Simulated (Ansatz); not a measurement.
# AlGeNH4O (SMILES [NH2][GeH]1[O][AlH]1): levels of theory compared

Aim: a comparison of 6 runs (B2PLYP/6-31G*, B3LYP/6-31G*, HSE06/6-31G*, PBE/6-31G*, PBE0/6-31G*, revPBE/6-31G*) of AlGeNH4O. 

Program for the calculation: Ansatz 0.2.0.

128 further runs of the same task are left out: 128 set aside as unsound or not needed.

**1. Starting point**

AlGeNH4O has 8 atoms, charge 0, and is taken as a singlet. As SMILES, `[NH2][GeH]1[O][AlH]1`. The N1–H5 distance was set to 1.514 Å, away from the relaxed value. At this shape a bond of the SMILES string is far longer than usual.

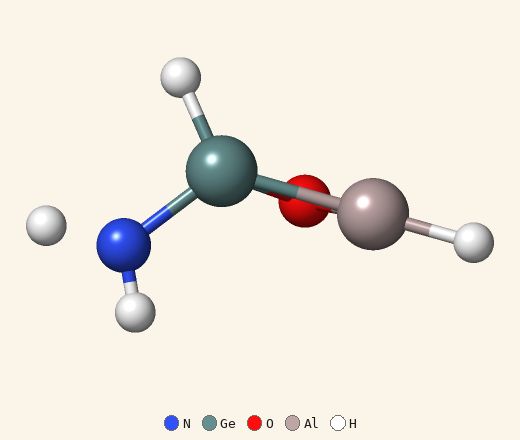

The structure, seen from a chosen angle (nitrogen blue, germanium teal, oxygen red, aluminium light grey, hydrogen white).

**2. The energy at B2PLYP/6-31G(d) (spherical functions) (run 1)**

File job.yaml:

```yaml
crystal:
  periodic: [false, false, false]
  atoms:
    - symbol: N
      position_ang: [-1.169755, 0.857386, 0.465649]
    - symbol: Ge
      position_ang: [0.070045, -0.472914, 0.578149]
    - symbol: O
      position_ang: [1.008445, -0.819014, -1.032251]
    - symbol: Al
      position_ang: [0.262445, -2.329914, -0.817851]
    - symbol: H
      position_ang: [-0.662600, 2.276400, 0.611900]
    - symbol: H
      position_ang: [-1.851155, 0.798186, -0.274851]
    - symbol: H
      position_ang: [1.068845, 0.038886, 1.636649]
    - symbol: H
      position_ang: [0.182645, -3.717114, -1.564351]
basis:
  gaussian: {orbitals: 6-31G_st_-spherical.json}
hamiltonian: {xc: {name: B2PLYP}}
correlation: {frozen_orbitals: {Al: 5, Ge: 9, H: 0, "N": 1, O: 1}}
accuracy: high
output: {orbitals: {seedname: orbitals}}
```

The basis set 6-31G* is read from a file made from the Basis Set Exchange's data (not shown).

On the command line:

```console
ansatz run job.yaml --threads 1 --pin off --max-ram 3480MiB --events-out events.jsonl --progress --plain --runs-dir runs
```

The program printed:

```text
Warning: RAYON_NUM_THREADS=1 ignored (pool sized by the plan → 1); use --threads N
Functional definition: B2PLYP
  name "B2PLYP"
  parameter a = 0.53
  parameter c = 0.27
  exchange = (1 - a)*b88_x + a*exact_x
  correlation = (1 - c)*lyp_c + c*(mp2_os + mp2_ss)
1870 factors; integrals over basis functions are off by at most 4.6e-9 eV
mean field evaluation 1: about -66674.8856 eV, gradient 6.7e1 eV
mean field evaluation 2: about -66674.9352 eV, gradient 6.7e1 eV
mean field evaluation 4: about -66683.7594 eV, gradient 1.6e1 eV
mean field evaluation 8: about -66684.3630 eV, gradient 7.2e-1 eV
mean field evaluation 16: about -66684.3652 eV, gradient 5.1e-4 eV
mean field -66684.36522689 eV, -2450.6052218021 hartree, gradient 5.8e-8 eV, S^2 0.000000; 0 other end points of the search recorded, 0 dependent functions left out
16 core orbitals not correlated: weight in the atoms' cores, before any rotation towards them, 1.000 or more for the frozen orbitals, at most 0.000 for the correlated occupied ones
reference -66684.36525436 eV, -2450.6052228116 hartree; 16, 16 occupied and 54, 54 virtual orbitals, 1870 factors
second order -22.63200148 eV of doubles, -0.00000000 eV of singles
Total energy: -66690.47589476 eV, -2450.8297847044 hartree
```

Wall time 14 s (1 thread of Arm Neoverse V2, shared host); peak memory 0.31 GiB.

**3. A single-point energy at B3LYP/6-31G(d) (spherical functions) (run 2)**

File molecule.yaml:

```yaml
crystal:
  periodic: [false, false, false]
  atoms:
    - {symbol: N, position_ang: [-1.169755, 0.857386, 0.465649]}
    - {symbol: Ge, position_ang: [0.070045, -0.472914, 0.578149]}
    - {symbol: O, position_ang: [1.008445, -0.819014, -1.032251]}
    - {symbol: Al, position_ang: [0.262445, -2.329914, -0.817851]}
    - {symbol: H, position_ang: [-0.662600, 2.276400, 0.611900]}
    - {symbol: H, position_ang: [-1.851155, 0.798186, -0.274851]}
    - {symbol: H, position_ang: [1.068845, 0.038886, 1.636649]}
    - {symbol: H, position_ang: [0.182645, -3.717114, -1.564351]}
basis:
  gaussian: {orbitals: 6-31G_st_-spherical.json}
hamiltonian: {xc: {name: B3LYP}}
accuracy: high
output: {orbitals: {seedname: orbitals}}
```

The basis set 6-31G* is read from a file made from the Basis Set Exchange's data (not shown).

On the command line:

```console
ansatz run molecule.yaml --threads 1 --pin off --max-ram 3480MiB --events-out events.jsonl --progress --plain --runs-dir runs
```

The program printed:

```text
Warning: RAYON_NUM_THREADS=1 ignored (pool sized by the plan → 1); use --threads N
Functional definition: B3LYP
  name "B3LYP"
  parameter a0 = 0.2
  parameter ax = 0.72
  parameter ac = 0.81
  exchange = (1 - a0 - ax)*slater_x + ax*b88_x + a0*exact_x
  correlation = (1 - ac)*vwn_rpa_c + ac*lyp_c
1870 factors; integrals over basis functions are off by at most 4.6e-9 eV
mean field evaluation 1: about -66694.7634 eV, gradient 8.3e1 eV
mean field evaluation 2: about -66551.0969 eV, gradient 2.1e2 eV
mean field evaluation 4: about -66706.1388 eV, gradient 3.7e1 eV
mean field evaluation 8: about -66708.9559 eV, gradient 9.9e-1 eV
mean field evaluation 16: about -66709.0879 eV, gradient 6.6e-4 eV
mean field -66709.08792145 eV, -2451.5137640695 hartree, gradient 1.9e-8 eV, S^2 0.000000; 0 other end points of the search recorded, 0 dependent functions left out
reference -66709.08796426 eV, -2451.5137656428 hartree; 32, 32 occupied and 54, 54 virtual orbitals, 1870 factors
Total energy: -66709.08796426 eV, -2451.5137656428 hartree
```

Wall time 9.9 s (1 thread of Arm Neoverse V2, shared host); peak memory 0.31 GiB.

Runs 3 to 4 aren't shown in full; the table further down has their settings and results.

**4. A single-point energy at PBE0/6-31G(d) (spherical functions) (run 5)**

Edit molecule.yaml of step 3 so:

```diff
@@ -12,5 +12,8 @@
 basis:
-  gaussian: {orbitals: 6-31G_st_-spherical.json}
-hamiltonian: {xc: {name: B3LYP}}
+  gaussian:
+    orbitals: 6-31G_st_-spherical.json
+hamiltonian:
+  xc: pbe0
 accuracy: high
-output: {orbitals: {seedname: orbitals}}
+output:
+  orbitals: {seedname: orbitals}
```

The basis set 6-31G* is read from a file made from the Basis Set Exchange's data (not shown).

On the command line:

```console
ansatz run molecule.yaml --threads 1 --pin off --max-ram 3480MiB --events-out events.jsonl --progress --plain --runs-dir runs
```

The program printed:

```text
Warning: RAYON_NUM_THREADS=1 ignored (pool sized by the plan → 1); use --threads N
Functional definition: PBE0
  name "PBE0"
  parameter a = 0.25
  parameter kappa = 0.804
  parameter beta = 0.06672455060314922
  exchange = (1 - a)*pbe_x(kappa = kappa, mu = beta*pi^2/3) + a*exact_x
  correlation = pbe_c(beta = beta)
1870 factors; integrals over basis functions are off by at most 4.6e-9 eV
mean field evaluation 1: about -66680.7777 eV, gradient 7.7e1 eV
mean field evaluation 2: about -66569.0932 eV, gradient 2.0e2 eV
mean field evaluation 4: about -66691.0596 eV, gradient 3.0e1 eV
mean field evaluation 8: about -66692.8675 eV, gradient 6.3e-1 eV
mean field evaluation 16: about -66693.0343 eV, gradient 1.5e-4 eV
mean field -66693.03429853 eV, -2450.9238043086 hartree, gradient 2.6e-8 eV, S^2 0.000000; 0 other end points of the search recorded, 0 dependent functions left out
reference -66693.03430179 eV, -2450.9238044286 hartree; 32, 32 occupied and 54, 54 virtual orbitals, 1870 factors
Total energy: -66693.03430179 eV, -2450.9238044286 hartree
```

Wall time 9.6 s (1 thread of Arm Neoverse V2, shared host); peak memory 0.32 GiB.

**5. A single-point energy at revPBE/6-31G(d) (spherical functions) (run 6)**

File in.yaml:

```yaml
crystal:
  periodic: [false, false, false]
  atoms:
    - {symbol: "N", position_ang: [-1.169755, 0.857386, 0.465649]}
    - {symbol: Ge, position_ang: [0.070045, -0.472914, 0.578149]}
    - {symbol: O, position_ang: [1.008445, -0.819014, -1.032251]}
    - {symbol: Al, position_ang: [0.262445, -2.329914, -0.817851]}
    - {symbol: H, position_ang: [-0.662600, 2.276400, 0.611900]}
    - {symbol: H, position_ang: [-1.851155, 0.798186, -0.274851]}
    - {symbol: H, position_ang: [1.068845, 0.038886, 1.636649]}
    - {symbol: H, position_ang: [0.182645, -3.717114, -1.564351]}
basis:
  gaussian: {orbitals: 6-31G_st_-spherical.json}
magnetization: {spin_polarized: false}
hamiltonian: {xc: {name: revPBE}}
accuracy: high
output: {orbitals: {seedname: orbitals}}
```

The basis set 6-31G* is read from a file made from the Basis Set Exchange's data (not shown).

On the command line:

```console
ansatz run in.yaml --threads 1 --pin off --max-ram 3480MiB --events-out events.jsonl --progress --plain --runs-dir runs
```

The program printed:

```text
Warning: RAYON_NUM_THREADS=1 ignored (pool sized by the plan → 1); use --threads N
Functional definition: revPBE
  name "revPBE"
  parameter kappa = 1.245
[... 1 set-up line as earlier in the session ...]
  exchange = pbe_x(kappa = kappa, mu = beta*pi^2/3)
[... 1 set-up line as earlier in the session ...]
1870 factors; integrals over basis functions are off by at most 4.6e-9 eV
mean field evaluation 1: about -66683.9532 eV, gradient 8.9e1 eV
mean field evaluation 2: about -66482.9579 eV, gradient 2.3e2 eV
mean field evaluation 4: about -66695.0098 eV, gradient 5.0e1 eV
mean field evaluation 8: about -66700.5758 eV, gradient 6.5e-1 eV
mean field evaluation 16: about -66700.5685 eV, gradient 6.1e-4 eV
mean field -66700.56854155 eV, -2451.2006826328 hartree, gradient 2.6e-8 eV, S^2 0.000000; 0 other end points of the search recorded, 0 dependent functions left out
reference -66700.56854690 eV, -2451.2006828293 hartree; 32, 32 occupied and 54, 54 virtual orbitals, 1870 factors
Total energy: -66700.56854690 eV, -2451.2006828293 hartree
```

It took 7.5 s on 1 thread of Arm Neoverse V2, shared host; peak memory 0.22 GiB.

**6. All runs side by side**

```tsv
run	level	frozen core orbitals	energy (Eh)	HOMO energy (eV)	LUMO energy (eV)	HOMO–LUMO gap (eV)	wall time
1	B2PLYP/6-31G* (spherical functions)	16	-2450.829785	-7.10	-0.37	6.73	14 s
2	B3LYP/6-31G* (spherical functions)	–	-2451.513766	-6.04	-1.72	4.32	9.9 s
3	HSE06/6-31G* (spherical functions)	–	-2450.912551	-5.84	-1.87	3.97	10 s
4	PBE/6-31G* (spherical functions)	–	-2450.855945	-5.16	-2.35	2.82	7.5 s
5	PBE0/6-31G* (spherical functions)	–	-2450.923804	-6.23	-1.50	4.73	9.6 s
6	revPBE/6-31G* (spherical functions)	–	-2451.200683	-5.13	-2.30	2.83	7.5 s
```

**7. Summary of results**

| quantity | value |
| --- | --- |
| run 6: total energy | -2451.20068 Eh |
| run 6: HOMO energy | -5.13 eV |
| run 6: LUMO energy | -2.30 eV |
| run 6: HOMO–LUMO gap | 2.83 eV |

**Reading.** The HOMO–LUMO gap runs from 2.82 eV (PBE/6-31G*) to 6.73 eV (B2PLYP/6-31G*). A double hybrid's value is that of its SCF part. Totals of different functionals can't be ranked against each other. All runs together took 59 s, the longest 14 s.
